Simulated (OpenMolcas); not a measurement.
Single-point calculation, with input and output: CH$_{7}$NOSi (part 1 of 3)

System: CH$_{7}$NOSi, SMILES OCN[SiH3].
Method: CASSCF/ANO-RCC-VDZP, DKH2 (OpenMolcas 26.06).

The geometry comes from this level: PBE0-D4/def2-TZVP.

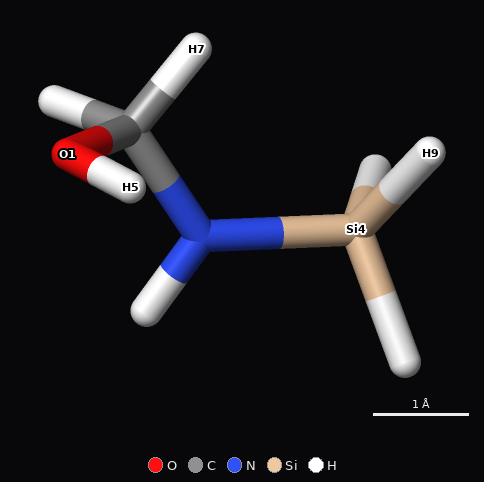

*The structure (stick view, seen at a tilt; atoms are numbered from 1 in the order of the input).*

Bond lengths as drawn: C–H 1.09 to 1.10 Å, C–N 1.43 Å, C–O 1.41 Å, H–N 1.01 Å, H–O 0.96 Å, H–Si 1.49 Å and N–Si 1.72 Å.

### Key numbers

- outcome: converged
- total energy: −460.985292 hartree
- CASSCF energy: −460.985292 hartree
- hardware: 1 thread of Arm Neoverse V2, 24 GiB of memory available, shared host
- wall time: 9.9 s
- peak memory: 0.38 GiB

### Input
```
&GATEWAY
  COORD=coord.xyz
  BASIS=ANO-RCC-MB
  GROUP=NoSym

&SEWARD

&RASSCF
  FILEORB=$CurrDir/step1.LocOrb
  ALTER=2
  1 10 21
  1 22 31
  SPIN=1
  NACTEL=2 0 0
  INACTIVE=20
  RAS2=2
  ORBLISTING=Nothing
>>> COPY $Project.RunFile RUNFIL1
>>> COPY $Project.RasOrb INPORB

&GATEWAY
  COORD=coord.xyz
  BASIS=ANO-RCC-VDZP
  GROUP=NoSym
  RICD

&SEWARD
>>> COPY $Project.RunFile RUNFIL2

&EXPBAS

&RASSCF
  FILEORB=$Project.ExpOrb
  SPIN=1
  NACTEL=2 0 0
  INACTIVE=20
  RAS2=2
  ORBLISTING=Nothing
  ORBAPPEAR=Compact
```

### File coord.xyz
```
11

O     -1.208000     1.808500    -0.668400
C     -0.009800     1.197800    -0.260600
N      0.021500    -0.204300    -0.552200
Si     0.472500    -1.425900     0.571200
H     -1.930700     1.291100    -0.299300
H      0.776900     1.753100    -0.781300
H      0.150800     1.320600     0.820400
H      0.033200    -0.410500    -1.539700
H     -0.212700    -1.140500     1.860100
H      1.934400    -1.515500     0.858100
H      0.037100    -2.731600     0.012700
```

Command:
```bash
export MOLCAS_MEM=1860
pymolcas step2.input > step2.log
```

### The program's output
```
--- Start Module: gateway ---

                                              &GATEWAY

                       available to each process: 1.9 GB of memory, 1 thread

++    Symmetry information:
      ---------------------

                    Character Table for C1

                             E
                    a        1  x, y, xy, Rz, z, xz, Ry, yz, Rx, I
--

++    Basis set information:
      ----------------------

      Basis set label: O.ANO-RCC...2S1P.

      Electronic valence basis set:
      ------------------
      Associated Effective Charge   8.000000 au
      Associated Actual Charge      8.000000 au
      Nuclear Model: Point charge

      Shell  nPrim  nBasis  Cartesian Spherical Contaminant
         s      14       2        X
         p       9       1        X

      Basis set label: C.ANO-RCC...2S1P.

      Electronic valence basis set:
      ------------------
      Associated Effective Charge   6.000000 au
      Associated Actual Charge      6.000000 au
      Nuclear Model: Point charge

      Shell  nPrim  nBasis  Cartesian Spherical Contaminant
         s      14       2        X
         p       9       1        X

      Basis set label: N.ANO-RCC...2S1P.

      Electronic valence basis set:
      ------------------
      Associated Effective Charge   7.000000 au
      Associated Actual Charge      7.000000 au
      Nuclear Model: Point charge

      Shell  nPrim  nBasis  Cartesian Spherical Contaminant
         s      14       2        X
         p       9       1        X

      Basis set label: SI.ANO-RCC...3S2P.

      Electronic valence basis set:
      ------------------
      Associated Effective Charge  14.000000 au
      Associated Actual Charge     14.000000 au
      Nuclear Model: Point charge

      Shell  nPrim  nBasis  Cartesian Spherical Contaminant
         s      17       3        X
         p      12       2        X

      Basis set label: H.ANO-RCC...1S.

      Electronic valence basis set:
      ------------------
      Associated Effective Charge   1.000000 au
      Associated Actual Charge      1.000000 au
      Nuclear Model: Point charge

      Shell  nPrim  nBasis  Cartesian Spherical Contaminant
         s       8       1        X
--

++    Molecular structure info:
      -------------------------

                    ************************************************
                    **** Cartesian Coordinates / bohr, angstrom ****
                    ************************************************

     Center  Label                x              y              z                     x              y              z
        1      O1              -2.282789       3.417570      -1.263093             -1.208000       1.808500      -0.668400
        2      C2              -0.018519       2.263514      -0.492463             -0.009800       1.197800      -0.260600
        3      N3               0.040629      -0.386071      -1.043507              0.021500      -0.204300      -0.552200
        4      SI4              0.892896      -2.694560       1.079412              0.472500      -1.425900       0.571200
        5      H5              -3.648494       2.439825      -0.565595             -1.930700       1.291100      -0.299300
        6      H6               1.468128       3.312879      -1.476443              0.776900       1.753100      -0.781300
        7      H7               0.284971       2.495572       1.550331              0.150800       1.320600       0.820400
        8      H8               0.062739      -0.775733      -2.909611              0.033200      -0.410500      -1.539700
        9      H9              -0.401945      -2.155233       3.515080             -0.212700      -1.140500       1.860100
       10      H10              3.655486      -2.863880       1.621574              1.934400      -1.515500       0.858100
       11      H11              0.070109      -5.161976       0.024000              0.037100      -2.731600       0.012700

                    ***************************************
                    *    InterNuclear Distances / bohr    *
                    ***************************************

               1 O1            2 C2            3 N3            4 SI4           5 H5            6 H6
    1 O1       0.000000
    2 C2       2.655680        0.000000
    3 N3       4.462530        2.706926        0.000000
    4 SI4      7.275331        5.280527        3.249964        0.000000
    5 H5       1.818691        3.634990        4.671587        7.049269        0.000000
    6 H6       3.758438        2.068696        3.988410        6.553824        5.269885        0.000000
    7 H7       3.919034        2.078212        3.884787        5.246791        4.466811        3.351002
    8 H8       5.079007        3.884100        1.906481        4.503706        5.441275        4.554759
    9 H9       7.577904        5.977686        4.909838        2.810688        6.950291        7.636276
   10 H10      9.112685        6.652641        5.129267        2.820375        9.287687        7.248075
   11 H11      8.988956        7.443956        4.893844        2.806958        8.483102        8.719458

               7 H7            8 H8            9 H9           10 H10          11 H11
    7 H7       0.000000
    8 H8       5.535514        0.000000
    9 H9       5.095299        6.587534        0.000000
   10 H10      6.331602        6.148157        4.533243        0.000000
   11 H11      7.811139        5.276861        4.631520        4.548452        0.000000

                    *******************************************
                    *    InterNuclear Distances / angstrom    *
                    *******************************************

               1 O1            2 C2            3 N3            4 SI4           5 H5            6 H6
    1 O1       0.000000
    2 C2       1.405325        0.000000
    3 N3       2.361469        1.432444        0.000000
    4 SI4      3.849939        2.794335        1.719807        0.000000
    5 H5       0.962410        1.923554        2.472097        3.730312        0.000000
    6 H6       1.988880        1.094707        2.110576        3.468134        2.788703        0.000000
    7 H7       2.073863        1.099742        2.055741        2.776482        2.363734        1.773274
    8 H8       2.687695        2.055377        1.008866        2.383258        2.879399        2.410275
    9 H9       4.010054        3.163255        2.598175        1.487352        3.677936        4.040943
   10 H10      4.822225        3.520426        2.714291        1.492478        4.914832        3.835516
   11 H11      4.756751        3.939172        2.589711        1.485378        4.489064        4.614139

               7 H7            8 H8            9 H9           10 H10          11 H11
    7 H7       0.000000
    8 H8       2.929268        0.000000
    9 H9       2.696316        3.485973        0.000000
   10 H10      3.350539        3.253465        2.398889        0.000000
   11 H11      4.133477        2.792394        2.450895        2.406937        0.000000

                    **************************************
                    *    Valence Bond Angles / degree    *
                    **************************************
                          Atom centers                 Phi
                      2 C2       1 O1       5 H5       107.18
                      1 O1       2 C2       3 N3       112.64
                      1 O1       2 C2       6 H6       104.73
                      1 O1       2 C2       7 H7       111.18
                      3 N3       2 C2       6 H6       112.58
                      3 N3       2 C2       7 H7       107.83
                      6 H6       2 C2       7 H7       107.82
                      2 C2       3 N3       8 H8       113.55
                      9 H9       4 SI4     10 H10      107.23
                      9 H9       4 SI4     11 H11      111.07
                     10 H10      4 SI4     11 H11      107.86

           ***************************************************************
           *              Valence Dihedral Angles / degree               *
           ***************************************************************
                    Atom centers                       Phi1     Phi2     Theta
           5 H5       1 O1       2 C2       6 H6        107.18   104.73   174.46
           5 H5       1 O1       2 C2       7 H7        107.18   111.18   -69.36
           3 N3       2 C2       1 O1       5 H5        112.64   107.18    51.79
           1 O1       2 C2       3 N3       8 H8        112.64   113.55    66.37
           6 H6       2 C2       3 N3       8 H8        112.58   113.55   -51.78
           7 H7       2 C2       3 N3       8 H8        107.83   113.55  -170.59
--

            Nuclear Potential Energy            173.72816035 au

--- Stop Module: gateway /rc=_RC_ALL_IS_WELL_ ---

--- Start Module: seward ---

                                              &SEWARD

                       available to each process: 1.9 GB of memory, 1 thread

               SEWARD will generate:
                  Multipole Moment integrals up to order  2
                  Kinetic Energy integrals
                  Nuclear Attraction integrals (point charge)
                  One-Electron Hamiltonian integrals
                  Velocity integrals
                  Relativistic Douglas-Kroll-Hess integrals:
                    - Parametrization         : EXP
                    - DKH order of Hamiltonian: 2
                    - DKH order of Properties : 0
                         - multipole moment operators
                         - electric potential operators
                         - contact operators
                  Orbital angular momentum around ( -0.1257  -0.0220  -0.1136 )
                  Velocity quadrupole around ( -0.1257  -0.0220  -0.1136 )
                  Atomic mean-field integrals
                  Two-Electron Repulsion integrals

                   Integrals are discarded if absolute value <: 1.00E-14
                   Integral cutoff threshold is set to       <: 1.00E-16

            Nuclear Potential Energy            173.72816035 au

      Basis set specifications :
      Symmetry species         a
      Basis functions           31

--- Stop Module: seward /rc=_RC_ALL_IS_WELL_ ---
--- Module seward spent 1 second ---

--- Start Module: rasscf ---

                                              &RASSCF

                       available to each process: 1.9 GB of memory, 1 thread

      Header of the ONEINT file:
      --------------------------

      OrdInt status: non-squared

      Cartesian coordinates in angstrom:
      -----------------------------------------------------
      No.  Label        X            Y            Z
      -----------------------------------------------------
       1   O1        -1.20800000   1.80850000  -0.66840000
       2   C2        -0.00980000   1.19780000  -0.26060000
       3   N3         0.02150000  -0.20430000  -0.55220000
       4   SI4        0.47250000  -1.42590000   0.57120000
       5   H5        -1.93070000   1.29110000  -0.29930000
       6   H6         0.77690000   1.75310000  -0.78130000
       7   H7         0.15080000   1.32060000   0.82040000
       8   H8         0.03320000  -0.41050000  -1.53970000
       9   H9        -0.21270000  -1.14050000   1.86010000
      10   H10        1.93440000  -1.51550000   0.85810000
      11   H11        0.03710000  -2.73160000   0.01270000
      -----------------------------------------------------
      Nuclear repulsion energy =  173.72816035

++    Wave function specifications:
      -----------------------------

      Number of closed shell electrons          40
      Number of electrons in active shells       2
      Max number of holes in RAS1 space          0
      Max nr of electrons in RAS3 space          0
      Number of inactive orbitals               20
      Number of active orbitals                  2
      Number of secondary orbitals               9
      Spin quantum number                      0.0
      State symmetry                             1
--

++    Orbital specifications:
      -----------------------

      Symmetry species                           1
                                                 a
      Frozen orbitals                            0
      Inactive orbitals                         20
      Active orbitals                            2
      RAS1 orbitals                              0
      RAS2 orbitals                              2
      RAS3 orbitals                              0
      Secondary orbitals                         9
      Deleted orbitals                           0
      Number of basis functions                 31
--

++    CI expansion specifications:
      ----------------------------

      Number of CSFs                             3
      Number of spin combinations                3
      Number of determinants                     4
      Number of root(s) required                 1
      Root chosen for geometry opt.              1
      CI root used                               1

      highest root included in the CI            1
      max. size of the explicit Hamiltonian      3
--

++    Optimization specifications:
      ----------------------------

      RASSCF algorithm: Conventional
      Maximum number of macro iterations       200
      Maximum number of SX iterations          100
      Threshold for RASSCF energy            1.000E-08
      Threshold for max MO rotation          1.000E-01
      Threshold for max BLB element          1.000E-04
      Level shift parameter                  5.000E-01
      Make Quasi-Newton update
--

      The MO-coefficients are taken from the file:
      step1.LocOrb
      Title:Localised orbitals
```
